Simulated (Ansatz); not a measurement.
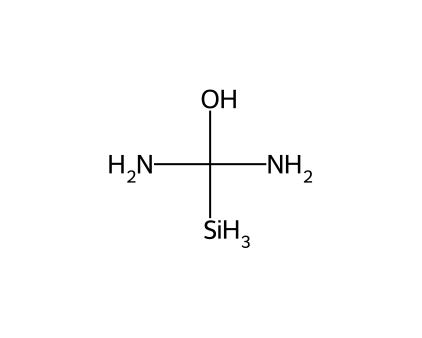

The geometry was computed by an optimisation with PBE0-D4/def2-TZVP. No frequency run is at hand to confirm it as a minimum. Level of theory: RKS r2SCAN-D4/def2-TZVPP (Ansatz 0.2.0).

Question: Estimate the dispersion correction.

Answer: −6.5 kJ/mol.

Question: Estimate the dipole moment.

Answer: 1.15 D.

Question: What is the LUMO energy (Kohn–Sham orbital)?

Answer: −0.08 eV.

Question: Estimate the HOMO energy (Kohn–Sham orbital).

Answer: −5.71 eV.
